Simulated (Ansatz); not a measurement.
## Ca2RuO4, pressure series

Start from Ca2RuO4 (space group Cmce, No. 64; a = 12.416 Å, b = 5.235 Å, c = 5.235 Å; ferromagnetic; a cell from a computed database, its experimental status unchecked).

Cell and atoms are relaxed at each pressure.

Level of theory: Kohn–Sham DFT with the PBEsol functional, run in Ansatz (a quantum-chemistry and plane-wave program) with PAW and 420 eV plane waves, no spin-orbit coupling.

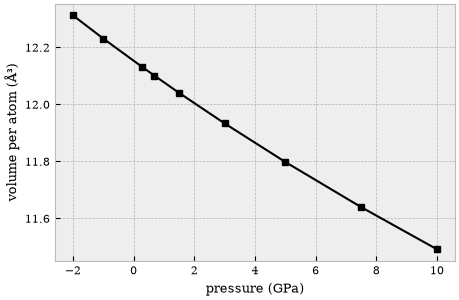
Figure. Volume against pressure

Task: Estimate the zero-pressure bulk modulus from the plot.

Result: About 160 GPa; a third-order Birch–Murnaghan fit to the points gives V₀ = 12.15 Å³/atom, B₀ = 158 GPa and B₀′ = 4.4.

Other magnetic orders, which the real material may have, were not ruled out. Load acts through the strain it causes; cell and atoms are relaxed under it. Stability against distortions was not tested. Competing high-pressure phases were not computed. No Hubbard U is applied, and correlation can decide whether such a compound is a metal.
